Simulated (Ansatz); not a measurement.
# Calculations on WNH7F2

## 1. Relaxation

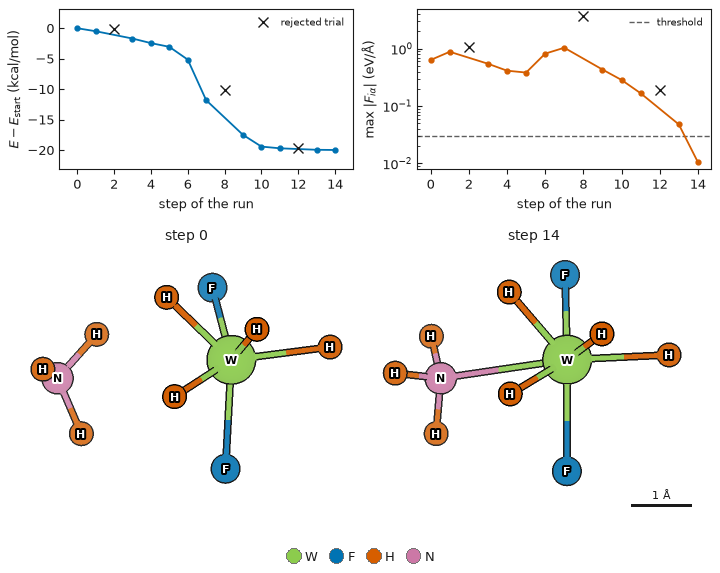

First and last geometry of a relaxation of WNH$_{7}$F$_{2}$, with the history of the run. A ball-and-stick model, seen at a tilt.

The run prepares an end point of a later path (reaction) calculation, from a guessed geometry.

These are results of Ansatz 0.2.0, RKS B3LYP/def2-SVP, not measurements. (no spin polarisation; force threshold 0.03 eV/Å; at most 50 steps)

### Did the run converge, and what did it change?

It converged. The largest move after the best rigid fit is that of the N atom, 0.69 Å. Largest moves by element: N 0.69 Å, H 0.26 Å, F 0.24 Å, W 0.20 Å. Some distances before and after: N–W 3.274 → 2.392 Å, H–W 3.215 → 2.930 Å, H–W 3.195 → 2.911 Å, F–W 1.869 → 1.900 Å. New bonds form, among them: N–W (3.27 → 2.39 Å). Among the angles between lasting bonds that change: F–W–F 116.0° → 127.6°, F–W–H 102.6° → 93.6°, H–W–F 102.4° → 94.0°. After 11 accepted moves (14 points after the start) the energy has fallen by 20.0 kcal/mol. The largest force component goes from 0.64 to 0.011 eV/Å. The line search rejected the trial steps at points 2, 8, 12 of the run.

## 2. Relaxation

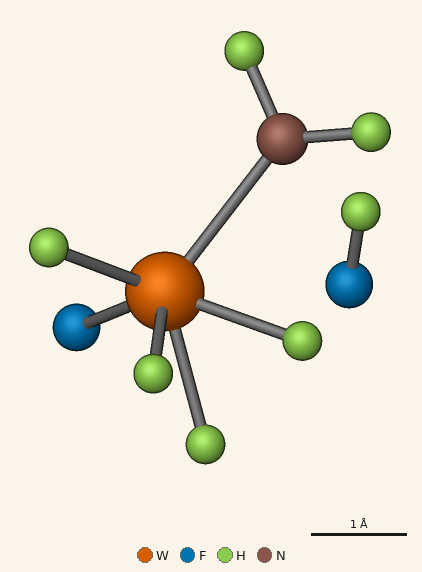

WNH₇F₂, before the relaxation. A ball-and-stick model, seen from a free direction.

The run prepares an end point of a later path (reaction) calculation, from a guessed geometry.

Level of theory: Ansatz 0.2.0, RKS B3LYP/def2-SVP.

Input
```yaml
crystal:
  periodic: [false, false, false]
  atoms:
    - { symbol: W, position_ang: [0.073001, -0.490879, -0.185786] }
    - { symbol: F, position_ang: [-0.143311, -0.992847, 2.811628] }
    - { symbol: H, position_ang: [0.97012, 0.763302, 0.483736] }
    - { symbol: H, position_ang: [0.323891, 0.853732, -1.17229] }
    - { symbol: H, position_ang: [-0.699497, 0.902819, 0.311453] }
    - { symbol: F, position_ang: [-1.596884, -1.283411, 0.202814] }
    - { symbol: H, position_ang: [0.28589, -0.771468, -1.846797] }
    - { symbol: "N", position_ang: [1.787878, -1.287253, 0.555932] }
    - { symbol: H, position_ang: [2.010589, -2.256201, 0.306449] }
    - { symbol: H, position_ang: [2.586592, -0.823288, 0.982558] }
    - { symbol: H, position_ang: [0.672931, -1.319307, 2.513304] }
basis:
  gaussian: { orbitals: def2-SVP }
hamiltonian:
  xc: b3lyp
relax:
  f_tol: 0.03
  max_steps: 50
```

Command:
```bash
ansatz run input.yaml --threads 2 --pin off --max-ram 3072MiB --backend cpu --events-out ev --progress --plain --runs-dir out
```

> Predict the outcome.

After 8 geometry steps the energy has fallen by 0.125 eV. Largest force component: 1.2 eV/Å at the start, 0.022 eV/Å at the end. The largest move after the best rigid fit is that of H11, 0.35 Å. Largest moves by element: H 0.35 Å, F 0.34 Å, W 0.13 Å, N 0.11 Å. Among the contacts that change: W1–F2 3.047 → 2.590 Å, W1–H11 2.886 → 2.476 Å, W1–N8 2.031 → 1.994 Å, F2–H11 0.928 → 0.956 Å. Among the angles between lasting bonds that change: F6–W1–N8 120.5° → 126.0°, H4–W1–F6 125.9° → 121.4°, F6–W1–H7 104.1° → 99.9°.

Step by step:

```csv
step,"E − E(0), eV","largest force component, eV/Å"
0,0.0000,1.2235
1,-0.0941,0.4067
2,-0.1053,0.2217
3,-0.1134,0.2952
4,-0.1183,0.0865
5,-0.1212,0.0491
6,-0.1236,0.0625
7,-0.1237,0.2091
8,-0.1250,0.0220
```

Final geometry:

```xyz
11

W     0.0527   -0.5019   -0.0529
F    -0.0973   -1.0221    2.4802
H     0.9670    0.7692    0.5768
H     0.3281    0.7695   -1.1170
H    -0.6989    0.9310    0.3535
F    -1.6776   -1.2249    0.1928
H     0.2964   -0.8772   -1.6920
N     1.7528   -1.2641    0.6570
H     1.9741   -2.2266    0.3780
H     2.5913   -0.8002    0.9970
H     0.7826   -1.2576    2.1896
```

The end point in the same view:

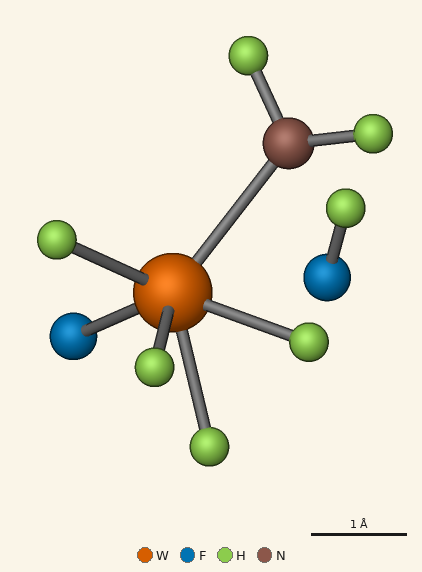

Limits of the set-up: the start holds two separate molecules, 2.3 Å apart at their closest, whose relative position is a soft coordinate and is computed without a dispersion correction.

## 3. Path

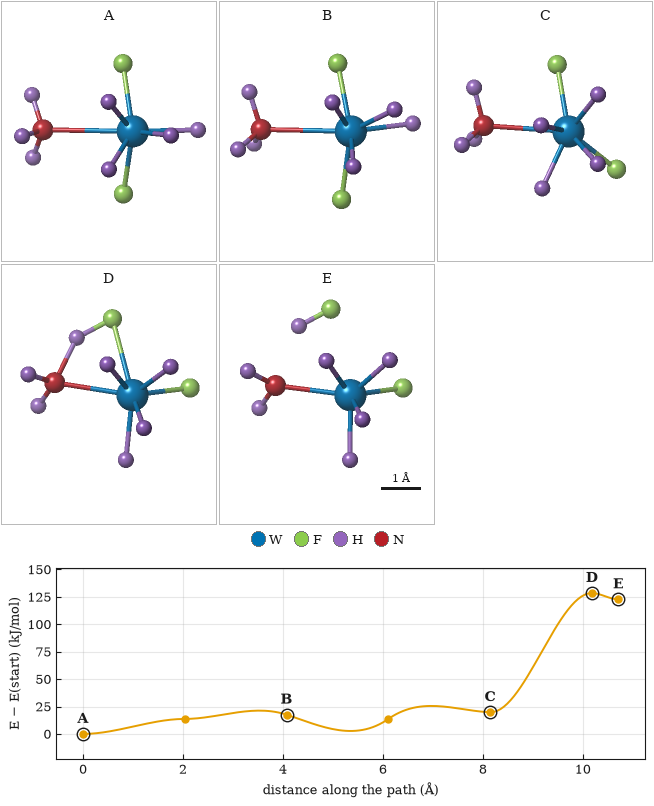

NEB run on WNH7F2. Images are numbered from 0 (start) to 6 (end). Frames A to E are images 0, 2, 4, 5, 6. Style: ball-and-stick. Shown at a tilt.

The calculation used Ansatz 0.2.0, RKS B3LYP/def2-SVP. Set-up: 5 movable images; climbing image; force threshold 0.03 eV/Å; iteration limit 60; starting path through a guess of the saddle point.

Describe the mechanism and the energy profile.

Answer. The highest point, image 5, lies 128.5 kJ/mol above the start and 5.8 kJ/mol above the end; the end is at +122.7 kJ/mol relative to the start. The profile has 2 maxima (images 2, 5) with a dip at image 3 (+13.7 kJ/mol), so the process runs in steps. The path has more than one stage, and so few images may leave a stage unresolved. Breaking: H–N (1.02 → 1.81 Å), F–W (1.90 → 2.59 Å). Forming: F–H (2.52 → 0.96 Å). The band converged in 27 iterations. The largest component of the band force went from 15 to 0.026 eV/Å. The climbing image converged on the top of the path. Its vibrational analysis gives one imaginary mode (438i cm⁻¹), as a transition state must have.

The run took 6.7 min on 2 threads of Intel(R) Xeon(R) CPU @ 2.60GHz (Ice Lake), with other jobs on the host, peak memory 0.27 GiB.
